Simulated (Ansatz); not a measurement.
# How Pt (Fm-3m) expands on warming, part 2 of 2

How much does Pt expand with temperature?

Ansatz 0.2.0; DFT PBEsol, scalar-relativistic, plane waves, PAW; PAW set soft_1.

So far. Step 2 (A first coarse run): The start is under -1.4 GPa at this level and looks like a metal on this mesh. Step 4 (Relaxing to small residual forces and stress): The residual pressure is 3.1e-4 GPa, small enough for phonons. The relaxed cell has a = 3.918 Å (conventional setting).

## (5) The quasi-harmonic study

The study relaxes the crystal at several strains, solves the phonons on some of them and minimises the free energy at each temperature (static energy, vibrations, the electrons in a metal, and PV under a set pressure); the q-mesh sets how far the force constants reach.

Input file input.yaml:

```yaml
crystal:
  lattice:
    - [0.0, 1.9588329721, 1.9588329721]
    - [1.9588329721, 0.0, 1.9588329721]
    - [1.9588329721, 1.9588329721, 0.0]
  atoms:
    - { symbol: Pt, position: [0.0, 0.0, 0.0] }
kpoints:
  mp_grid: { grid: [20, 20, 20] }
hamiltonian:
  xc: pbesol
  pseudopotentials: { kind: paw, azcp: { folder: soft_1 }, xc_functional: pbe }
scf:
  occupations: { method: methfessel_paxton, width: 0.2 }
  lower_state_search: "off"
output:
  eigenvalues: true
phonons:
  method: dfpt
  qmesh: [4, 4, 4]
  temperatures: { t_max: 1200.0, t_step: 50 }
  thermal_expansion: {}
```

Launch:

```console
$ ansatz run input.yaml --threads 8 --pin off --max-ram 16384MiB --backend cpu --events-out ev --progress --plain --runs-dir out
```

Numbers of over 12 decimals in the logs are rounded to 6 here.

The log of the run:

```text
[...]
Crystal: 1 atoms, lattice volume = 15.032 Å³
Basis set: ecut = 487.2 eV, 339 PW (Γ), exchange–correlation on 40×40×40 points (8 copies of the dense FFT grid, shifted against one another)
Bands: 13, of which v1, the nominal top of the filled ones, is band 9 counted from 1 (8 counted from 0)
Symmetry: 48 space group operations
[...]
k-points: 256 of 8000
[...]
SCF iter   1: F=—  HF=-12385.800371 eV  |F-HF|=—  |Δ(HF+E_count)|=         —  Δρ=9.28e-2  dr2=1.23e0  ethr=3.10e-3  ⟨swp⟩=5.0  Hψ=16559  notcnv=0
[...]
SCF iter   7: F=-12385.387641 eV  HF=-12385.387641 eV  |F-HF|=5.46e-12  |Δ(HF+E_count)|=  5.69e-10  S|Δr|=    0.00e0  Δρ=3.18e-7  dr2=3.63e-12  ethr=1.00e-12  ⟨swp⟩=4.0  Hψ=16444  notcnv=0
SCF 1 converged in 7 iterations: F = -12385.387641 eV  dr2 = 3.63e-12
[...]
relax step   1: F+E_penalty+E_count = -12385.38764114 eV  Δ(F+E_penalty+E_count) = +0.000e0 eV  max|allowed force component| = 0.000e0 eV/Å  Δτ_max = 0.0000 Å  (7 SCF iters, accepted)
SCF converged after 7 iterations
[...]
Free energy (F): -12385.387641 eV
[...]
Internal energy: -12385.386501 eV  (E = F + TS)
E sigma→0 (E₀):  -12385.387356 eV
Entropy (-TS):   -0.001140 eV (-1.140 meV/atom)
Fermi energy:    23.332646 eV
[...]
--- Stress (GPa, compression-positive) ---
       -0.030878       0.000000       0.000000
        0.000000      -0.030878       0.000000
       -0.000000       0.000000      -0.030878
  P = ⅓ Tr σ = -0.0309 GPa (-0.309 kbar)
--- Band table (eV; the first three rows and the last of 256) ---
  k-point 0: bands = [... 5 lower, 19.4902, 19.4902, 19.4902, 21.6866, 21.6866, 37.8912, 42.8374, 42.8374]
  k-point 1: bands = [... 5 lower, 19.4439, 19.5314, 19.5314, 21.6631, 21.6631, 38.0493, 42.2821, 42.9917]
  k-point 2: bands = [... 5 lower, 19.3211, 19.6424, 19.6424, 21.6085, 21.6085, 38.4893, 41.0737, 43.4428]
  k-point 255: bands = [... 5 lower, 18.7110, 18.7110, 21.2996, 23.8313, 30.4106, 31.5752, 31.5752, 35.3622]
── thermal expansion: 3 new cells, 3 in all ──
thermal expansion: relaxation of cell 2
thermal expansion: relaxation of cell 3
── thermal expansion: 2 new cells, 5 in all ──
thermal expansion: relaxation of cell 4
thermal expansion: electrons of cell 4
thermal expansion: phonons of cell 4
thermal expansion: relaxation of cell 5
thermal expansion: electrons of cell 1
thermal expansion: electrons of cell 2
thermal expansion: electrons of cell 3
thermal expansion: electrons of cell 5
thermal expansion: phonons of cell 5
── thermal expansion: 5 new cells, 10 in all ──
thermal expansion: relaxation of cell 6
thermal expansion: relaxation of cell 7
thermal expansion: relaxation of cell 8
thermal expansion: relaxation of cell 9
thermal expansion: relaxation of cell 10
thermal expansion: electrons of cell 6
thermal expansion: electrons of cell 7
thermal expansion: electrons of cell 8
thermal expansion: electrons of cell 9
thermal expansion: electrons of cell 10
thermal expansion: phonons of cell 6
thermal expansion: phonons of cell 7
--- Relaxed structure (1 steps of the walk, 1 accepted, 0 SCFs on fresh bases) ---
  F+E_penalty+E_count = -12385.38764114 eV   max|allowed force component| = 0.000e0 eV/Å
  atoms:
    - { symbol: Pt, position: [0.0, 0.0, 0.0] }
--- Thermal expansion: 10 cells in 3 rounds, 0 GPa ---
  no lower state was looked for at cell 4: scf.lower_state_search: off
  without vibrations: a 2.76997, b 2.76997, c 2.76997 Å, V 15.0282 Å³, B 288.23 GPa
  at 0 K: a 2.77210, b 2.77210, c 2.77210 Å, V 15.0629 Å³, B 285.70 GPa
  zero-point expansion: a +0.077, b +0.077, c +0.077, V +0.231 %
      T/K        a/Å        b/Å        c/Å       V/Å³ | expansion of a, b, c, V (1e-6/K)   | that of V in the mean from 25 °C | C_P, C_V (J/mol K of the cell) | B_T, B_S (GPa)
     0.00    2.77210    2.77210    2.77210    15.0629 |    0.00    0.00    0.00    0.00 |   20.91 |     0.000     0.000 |   285.70   285.70
   150.00    2.77418    2.77418    2.77418    15.0969 |    8.29    8.29    8.29   24.87 |   26.95 |    23.079    22.843 |   280.29   283.19
   298.15    2.77788    2.77788    2.77788    15.1575 |    9.49    9.49    9.49   28.48 |       - |    26.125    25.523 |   272.31   278.72
   400.00    2.78064    2.78064    2.78064    15.2026 |    9.96    9.96    9.96   29.88 |   29.25 |    27.111    26.239 |   266.53   275.38
   550.00    2.78492    2.78492    2.78492    15.2730 |   10.57   10.57   10.57   31.70 |   30.27 |    28.238    26.928 |   257.65   270.18
   700.00    2.78947    2.78947    2.78947    15.3479 |   11.18   11.18   11.18   33.54 |   31.27 |    29.229    27.422 |   248.31   264.67
   850.00    2.79428    2.79428    2.79428    15.4275 |   11.83   11.83   11.83   35.50 |   32.29 |    30.178    27.805 |   238.49   258.85
  1000.00    2.79940    2.79940    2.79940    15.5124 |   12.55   12.55   12.55   37.66 |   33.36 |    31.136    28.112 |   228.16   252.71
  1150.00    2.80484    2.80484    2.80484    15.6031 |   13.37   13.37   13.37   40.12 |   34.51 |    32.144    28.364 |   217.29   246.24
  1200.00    2.80674    2.80674    2.80674    15.6348 |   13.67   13.67   13.67   41.02 |   34.92 |    32.499    28.439 |   213.53   244.01
  the static fit leaves 0.002 meV an atom of the energies and, of the stresses, 0.000 GPa of each cell's largest along a strain (root mean squares over the cells), whose Pulay part it has at -0.037 GPa
  vibrations' free energy: its fit passes through its cells
  the electrons' free energy at temperature is in it; its fit leaves 0.0003 meV an atom at the most
  free energies summed between the sampled wave vectors
  estimated error of the fitted expansion in any direction: up to 0.023e-6/K, at 1200 K, with few degrees of freedom (an estimate, not a bound: it was exceeded on models of known expansion)
  by sums over the sampled wave vectors an expansion of the volume parts by up to 2.08e-6/K
  by a static energy of one degree less an expansion of the volume parts by up to 0.10e-6/K
  the FFT grids of the static calculations differ: 20 × 20 × 20, 24 × 24 × 24
```

The job ended after 8.4 min (8 threads of Arm Neoverse V2, shared host; peak memory 4.2 GiB; 57 min of CPU time).

This step gave:

```yaml
pressure: -0.03088 GPa
volume_expansion_coefficient_at_298_k: 28.48 1e-6/K
c_p_at_298_k: 26.12 J/mol-atom/K
entropy_at_298_k: 42.28 J/mol-atom/K
isothermal_bulk_modulus_at_298_k: 272.3 GPa
grueneisen_parameter_at_298_k: 2.774
volume_at_298_k: 15.16 Å³/atom
principal_linear_expansion_coefficients_at_298_k: 9.495, 9.495, 9.495 1e-6/K
```

Strained cells of the study; zero-point energy where phonons were solved; the pressures are stresses at a fixed cutoff and can carry an offset from the finite basis. Expansion cells, by row:

| cell | \|a\| (Å) | \|b\| (Å) | \|c\| (Å) | V (Å³/atom) | E - E_lowest (meV/atom) | pressure, compression positive (GPa) | gap (eV) | zero-point energy (meV/atom) |
| --- | --- | --- | --- | --- | --- | --- | --- | --- |
| 1 | 2.77 | 2.77 | 2.77 | 15.03 | 0 | -0.068 | - | - |
| 2 | 2.792 | 2.792 | 2.792 | 15.4 | 7.58 | -6.517 | - | - |
| 3 | 2.748 | 2.748 | 2.748 | 14.68 | 7.856 | 7.263 | - | - |
| 4 | 2.77 | 2.77 | 2.77 | 15.04 | 0.002 | -0.13 | - | 22.69 |
| 5 | 2.784 | 2.784 | 2.784 | 15.26 | 3.102 | -4.26 | - | 21.77 |
| 6 | 2.802 | 2.802 | 2.802 | 15.55 | 14.93 | -8.94 | - | 20.62 |
| 7 | 2.817 | 2.817 | 2.817 | 15.81 | 32.74 | -12.76 | - | 19.6 |
| 8 | 2.743 | 2.743 | 2.743 | 14.59 | 12.24 | 9.186 | - | - |
| 9 | 2.757 | 2.757 | 2.757 | 14.81 | 2.944 | 4.346 | - | - |
| 10 | 2.84 | 2.84 | 2.84 | 16.19 | 69.05 | -17.58 | - | - |

Quasi-harmonic; a, b, c are the run's own cell vectors. Expansion, by row:

| T (K) | a (Å) | b (Å) | c (Å) | alpha (deg) | beta (deg) | gamma (deg) | cell volume (Å³/cell) | alpha_a (1e-6/K) | alpha_b (1e-6/K) | alpha_c (1e-6/K) | alpha_V (1e-6/K) | C_P (J/mol-atom/K) | C_V (J/mol-atom/K) | S (J/mol-atom/K) | B_T (GPa) | B_S (GPa) | Grueneisen | extrapolation | fit error (1e-6/K) |
| --- | --- | --- | --- | --- | --- | --- | --- | --- | --- | --- | --- | --- | --- | --- | --- | --- | --- | --- | --- |
| 0 | 2.772 | 2.772 | 2.772 | 60 | 60 | 60 | 15.06 | 0 | 0 | 0 | 0 | 0 | 0 | 0 | 285.7 | 285.7 | - | 0 | 0 |
| 50 | 2.772 | 2.772 | 2.772 | 60 | 60 | 60 | 15.07 | 3.94 | 3.94 | 3.94 | 11.81 | 10.88 | 10.86 | 5.667 | 285 | 285.5 | 2.812 | 0 | 0 |
| 100 | 2.773 | 2.773 | 2.773 | 60 | 60 | 60 | 15.08 | 7.12 | 7.12 | 7.12 | 21.36 | 19.85 | 19.74 | 16.51 | 282.8 | 284.5 | 2.78 | 0 | 0 |
| 150 | 2.774 | 2.774 | 2.774 | 60 | 60 | 60 | 15.1 | 8.29 | 8.29 | 8.29 | 24.87 | 23.08 | 22.84 | 25.27 | 280.3 | 283.2 | 2.774 | 0 | 0 |
| 200 | 2.775 | 2.775 | 2.775 | 60 | 60 | 60 | 15.12 | 8.86 | 8.86 | 8.86 | 26.58 | 24.59 | 24.23 | 32.14 | 277.7 | 281.8 | 2.773 | 0 | 0.01 |
| 250 | 2.777 | 2.777 | 2.777 | 60 | 60 | 60 | 15.14 | 9.23 | 9.23 | 9.23 | 27.68 | 25.5 | 25.02 | 37.73 | 275 | 280.2 | 2.773 | 0 | 0.01 |
| 298.1 | 2.778 | 2.778 | 2.778 | 60 | 60 | 60 | 15.16 | 9.49 | 9.49 | 9.49 | 28.48 | 26.12 | 25.52 | 42.28 | 272.3 | 278.7 | 2.774 | 0 | 0.01 |
| 300 | 2.778 | 2.778 | 2.778 | 60 | 60 | 60 | 15.16 | 9.5 | 9.5 | 9.5 | 28.51 | 26.15 | 25.54 | 42.44 | 272.2 | 278.7 | 2.774 | 0 | 0.01 |
| 350 | 2.779 | 2.779 | 2.779 | 60 | 60 | 60 | 15.18 | 9.74 | 9.74 | 9.74 | 29.23 | 26.66 | 25.93 | 46.51 | 269.4 | 277 | 2.776 | 0 | 0.01 |
| 400 | 2.781 | 2.781 | 2.781 | 60 | 60 | 60 | 15.2 | 9.96 | 9.96 | 9.96 | 29.88 | 27.11 | 26.24 | 50.1 | 266.5 | 275.4 | 2.779 | 0 | 0.01 |
| 450 | 2.782 | 2.782 | 2.782 | 60 | 60 | 60 | 15.23 | 10.17 | 10.17 | 10.17 | 30.5 | 27.51 | 26.5 | 53.31 | 263.6 | 273.7 | 2.782 | 0 | 0.01 |
| 500 | 2.783 | 2.783 | 2.783 | 60 | 60 | 60 | 15.25 | 10.37 | 10.37 | 10.37 | 31.1 | 27.89 | 26.73 | 56.23 | 260.7 | 271.9 | 2.786 | 0 | 0.01 |
| 550 | 2.785 | 2.785 | 2.785 | 60 | 60 | 60 | 15.27 | 10.57 | 10.57 | 10.57 | 31.7 | 28.24 | 26.93 | 58.91 | 257.6 | 270.2 | 2.79 | 0 | 0.01 |
| 600 | 2.786 | 2.786 | 2.786 | 60 | 60 | 60 | 15.3 | 10.77 | 10.77 | 10.77 | 32.31 | 28.58 | 27.11 | 61.38 | 254.6 | 268.4 | 2.795 | 0 | 0.01 |
| 650 | 2.788 | 2.788 | 2.788 | 60 | 60 | 60 | 15.32 | 10.97 | 10.97 | 10.97 | 32.92 | 28.91 | 27.27 | 63.68 | 251.5 | 266.5 | 2.801 | 0 | 0.01 |
| 700 | 2.789 | 2.789 | 2.789 | 60 | 60 | 60 | 15.35 | 11.18 | 11.18 | 11.18 | 33.54 | 29.23 | 27.42 | 65.83 | 248.3 | 264.7 | 2.807 | 0 | 0.01 |
| 750 | 2.791 | 2.791 | 2.791 | 60 | 60 | 60 | 15.37 | 11.39 | 11.39 | 11.39 | 34.17 | 29.55 | 27.56 | 67.86 | 245.1 | 262.8 | 2.814 | 0 | 0.01 |
| 800 | 2.793 | 2.793 | 2.793 | 60 | 60 | 60 | 15.4 | 11.61 | 11.61 | 11.61 | 34.82 | 29.86 | 27.69 | 69.78 | 241.8 | 260.8 | 2.821 | 0 | 0.02 |
| 850 | 2.794 | 2.794 | 2.794 | 60 | 60 | 60 | 15.43 | 11.83 | 11.83 | 11.83 | 35.5 | 30.18 | 27.8 | 71.6 | 238.5 | 258.9 | 2.829 | 0 | 0.02 |
| 900 | 2.796 | 2.796 | 2.796 | 60 | 60 | 60 | 15.46 | 12.06 | 12.06 | 12.06 | 36.19 | 30.49 | 27.91 | 73.33 | 235.1 | 256.8 | 2.837 | 0 | 0.02 |
| 950 | 2.798 | 2.798 | 2.798 | 60 | 60 | 60 | 15.48 | 12.3 | 12.3 | 12.3 | 36.91 | 30.81 | 28.02 | 74.99 | 231.7 | 254.8 | 2.846 | 0 | 0.02 |
| 1000 | 2.799 | 2.799 | 2.799 | 60 | 60 | 60 | 15.51 | 12.55 | 12.55 | 12.55 | 37.66 | 31.14 | 28.11 | 76.58 | 228.2 | 252.7 | 2.856 | 0 | 0.02 |
| 1050 | 2.801 | 2.801 | 2.801 | 60 | 60 | 60 | 15.54 | 12.82 | 12.82 | 12.82 | 38.45 | 31.46 | 28.2 | 78.11 | 224.6 | 250.6 | 2.866 | 0 | 0.02 |
| 1100 | 2.803 | 2.803 | 2.803 | 60 | 60 | 60 | 15.57 | 13.09 | 13.09 | 13.09 | 39.26 | 31.8 | 28.29 | 79.58 | 221 | 248.4 | 2.877 | 0 | 0.01 |
| 1150 | 2.805 | 2.805 | 2.805 | 60 | 60 | 60 | 15.6 | 13.37 | 13.37 | 13.37 | 40.12 | 32.14 | 28.36 | 81 | 217.3 | 246.2 | 2.888 | 0 | 0.01 |
| 1200 | 2.807 | 2.807 | 2.807 | 60 | 60 | 60 | 15.63 | 13.67 | 13.67 | 13.67 | 41.02 | 32.5 | 28.44 | 82.37 | 213.5 | 244 | 2.9 | 0 | 0.02 |

Expansion coefficient against temperature; values in 1e-6/K:

| temperature (K) | volume | principal 1 |
| --- | --- | --- |
| 0 | 0 | 0 |
| 150 | 24.9 | 8.29 |
| 298 | 28.5 | 9.49 |
| 350 | 29.2 | 9.74 |
| 500 | 31.1 | 10.4 |
| 650 | 32.9 | 11.0 |
| 800 | 34.8 | 11.6 |
| 900 | 36.2 | 12.1 |
| 1050 | 38.5 | 12.8 |
| 1200 | 41.0 | 13.7 |

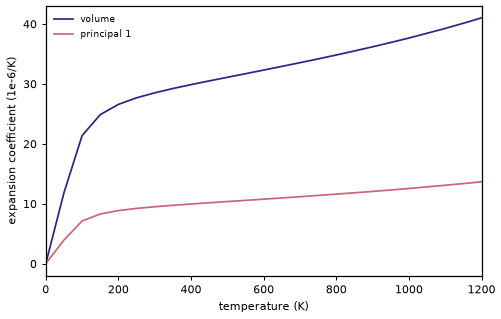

Expansion coefficient, plotted against temperature.

At 298 K the volume expansion is 28.5 × 10⁻⁶/K and B_T is 272 GPa. The program raised the cutoff to 487.2 eV by itself: with no cutoff typed, the study takes about 1.16 times the default for its relaxations and scales it with the volume for the phonons.

## (6) Results

```json
{
  "settings of these figures": "PBEsol, 487.2 eV, k 20×20×20, q 4×4×4",
  "volume expansion coefficient at 298 K": "28.48 1e-6/K",
  "C_P at 298 K": "26.12 J/mol-atom/K",
  "entropy at 298 K": "42.28 J/mol-atom/K",
  "isothermal bulk modulus at 298 K": "272.3 GPa",
  "Grüneisen parameter at 298 K": "2.774",
  "volume at 298 K": "15.16 Å³/atom",
  "principal linear expansion coefficients at 298 K": "9.495, 9.495, 9.495 1e-6/K"
}
```

In words: Near room temperature Pt expands by 28.5 × 10⁻⁶/K in volume by PBEsol, with C_P = 26.1 J/(mol K) per mole of atoms and B_T = 272 GPa. C_P at room temperature is 105 % of the classical 3R an atom; C_V is 102 %, and the rest is expansion work. In this metal the study includes the electrons' free energy, which adds a term that grows with temperature, so the heat capacities need not level off at 3R. The PAW files were made for PBE and are used here under another functional, for which the program regenerates the frozen cores.

[Logs are printed without paths, hosts, clocks, repeated set-up lines and the standing remarks that a program may print on its own settings, such as how far it seeks lower states.]

[Hosts, paths, dates, database ids (printed as entryN), source tags and the programs' standing remarks are cut or masked in the printed files.]

[A step with changed settings may run another functional than the one named; its input shows which.]
